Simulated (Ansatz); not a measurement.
# wB97X/6-311+G(d,p) run of SiH2OF2 (SMILES O[SiH](F)F)

Aim: the vertical electron affinity of SiH2OF2 at wB97X/6-311+G**, from 2 runs. 

The calculation is run with Ansatz 0.2.0.

50 further runs of the same task are left out: 50 set aside as unsound or not needed.

## Step 1: The structure to begin with

The species is SiH2OF2 (6 atoms), meant as a singlet with charge 0. SMILES: `O[SiH](F)F`. Geometry: relaxed at PBE0-D4/def2-TZVP. This is one conformer, not always the lowest.

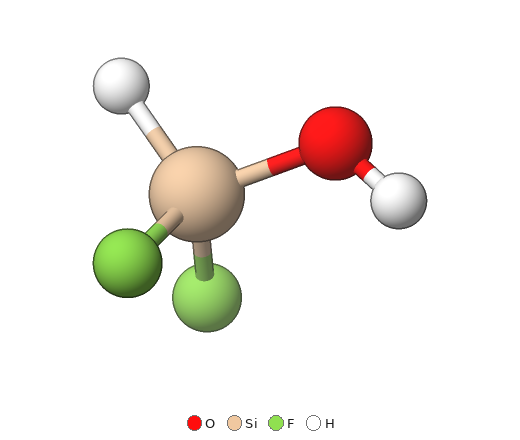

Viewed from a chosen angle; oxygen red, silicon light orange, fluorine green, hydrogen white.

## Step 2: A single-point energy at wB97X/6-311+G(d,p)

in.yaml

```yaml
crystal:
  periodic: [false, false, false]
  atoms:
    - {symbol: O, position_ang: [0.027700, 1.137900, -0.556400]}
    - {symbol: Si, position_ang: [0.121400, -0.236200, 0.285200]}
    - {symbol: F, position_ang: [0.731800, -1.405100, -0.592400]}
    - {symbol: F, position_ang: [-1.315500, -0.739700, 0.722100]}
    - {symbol: H, position_ang: [-0.477400, 1.183000, -1.369500]}
    - {symbol: H, position_ang: [0.954100, -0.003800, 1.464900]}
basis:
  gaussian:
    orbitals: 6-311+G_st__st_-spherical.json
hamiltonian:
  xc: {name: wB97X}
accuracy: high
output: {orbitals: {seedname: orbitals}}
```

The basis set 6-311+G** is read from a file made from the Basis Set Exchange's data (not shown).

Run with:

```console
$ ansatz run in.yaml --threads 1 --pin off --max-ram 3480MiB --events-out events.jsonl --progress --plain --runs-dir runs
```

The log of the run:

```text
Warning: RAYON_NUM_THREADS=1 ignored (pool sized by the plan → 1); use --threads N
Functional definition: wB97X
  name "wB97X"
  parameter omega = 0.3/bohr
  parameter cx = 0.157706
  parameter cx1 = 0.726479
  parameter cx2 = 1.04760
  parameter cx3 = -5.70635
  parameter cx4 = 13.2794
  parameter css1 = -4.33879
  parameter css2 = 18.2308
  parameter css3 = -31.7430
  parameter css4 = 17.2901
  parameter cos1 = 2.37031
  parameter cos2 = -11.3995
  parameter cos3 = 6.58405
  parameter cos4 = -3.78132
  exchange = spin_sum(e_x_unif_sr(omega)*poly(b97_u_x, 1 - cx, cx1, cx2, cx3, cx4)) + cx*exact_x_sr(omega)
      + exact_x_lr(omega)
  correlation = spin_sum(e_c_pw_same_spin*poly(b97_u_same, 1, css1, css2, css3, css4))
      + integral(e_c_pw_opposite_spin*poly(b97_u_opposite, 1, cos1, cos2, cos3, cos4))
1985 factors; integrals over basis functions are off by at most 7.6e-9 eV
366 factors; integrals over basis functions are off by at most 1.9e-9 eV
mean field evaluation 1: about -15390.6219 eV, gradient 6.3e1 eV
mean field evaluation 2: about -15390.0470 eV, gradient 6.8e1 eV
mean field evaluation 4: about -15396.3230 eV, gradient 9.6e-1 eV
mean field evaluation 8: about -15396.4112 eV, gradient 8.4e-2 eV
mean field evaluation 16: about -15396.4112 eV, gradient 2.6e-5 eV
mean field -15396.41122545 eV, -565.8076764728 hartree, gradient 2.0e-8 eV, S^2 0.000000; 0 other end points of the search recorded, 0 dependent functions left out
reference -15396.41121984 eV, -565.8076762668 hartree; 21, 21 occupied and 87, 87 virtual orbitals, 1985 factors
Total energy: -15396.41121984 eV, -565.8076762668 hartree
```

Wall time 24 s (1 thread of Arm Neoverse V2, shared host); peak memory 0.54 GiB.

## Step 3: The doublet anion

job.yaml

```yaml
crystal:
  periodic: [false, false, false]
  atoms:
    - {symbol: O, position_ang: [0.027700, 1.137900, -0.556400]}
    - {symbol: Si, position_ang: [0.121400, -0.236200, 0.285200]}
    - {symbol: F, position_ang: [0.731800, -1.405100, -0.592400]}
    - {symbol: F, position_ang: [-1.315500, -0.739700, 0.722100]}
    - {symbol: H, position_ang: [-0.477400, 1.183000, -1.369500]}
    - {symbol: H, position_ang: [0.954100, -0.003800, 1.464900]}
basis:
  gaussian: {orbitals: 6-311+G_st__st_-spherical.json}
total_charge: -1
magnetization: {spin_polarized: true, initial_magnetization: 1}
hamiltonian: {xc: {name: wB97X}}
accuracy: high
output: {orbitals: {seedname: orbitals}}
```

The basis set 6-311+G** is read from a file made from the Basis Set Exchange's data (not shown).

Run with:

```console
$ ansatz run job.yaml --threads 1 --pin off --max-ram 3480MiB --events-out events.jsonl --progress --plain --runs-dir runs
```

The log of the run, shortened:

```text
Warning: RAYON_NUM_THREADS=1 ignored (pool sized by the plan → 1); use --threads N
[... 2 set-up lines as earlier in the session ...]
[...]
      + exact_x_lr(omega)
[...]
      + integral(e_c_pw_opposite_spin*poly(b97_u_opposite, 1, cos1, cos2, cos3, cos4))
1985 factors; integrals over basis functions are off by at most 7.6e-9 eV
366 factors; integrals over basis functions are off by at most 1.9e-9 eV
[...]
mean field -15395.08975653 eV, -565.7591133857 hartree, gradient 5.8e-8 eV, S^2 0.750588; 6 other end points of the search recorded, 0 dependent functions left out
reference -15395.08975744 eV, -565.7591134192 hartree; 22, 21 occupied and 86, 87 virtual orbitals, 1985 factors
Total energy: -15395.08975744 eV, -565.7591134192 hartree
```

It took 2.1 min on 1 thread of Arm Neoverse V2, shared host; peak memory 0.88 GiB.

## Step 4: Summary of results

At wB97X/6-311+G**:

```
                                         quantity          value
                    singlet SiH2OF2: total energy  -565.80768 Eh
                     singlet SiH2OF2: HOMO energy      -13.06 eV
                     singlet SiH2OF2: LUMO energy        1.60 eV
                   singlet SiH2OF2: HOMO–LUMO gap       14.66 eV
                      doublet anion: total energy  -565.75911 Eh
doublet anion: HOMO energy (highest over α and β)        1.23 eV
 doublet anion: LUMO energy (lowest over α and β)        4.88 eV
                              doublet anion: ⟨S²⟩          0.751
vertical electron affinity (to the doublet anion)      -1.321 eV
```

The anion lies 1.32 eV (30 kcal/mol) above the neutral: the electron isn't bound at this level, and such a value depends on the basis. The HOMO (doublet anion) lies at positive energy, 1.23 eV; only total energies tell whether the electron is bound.
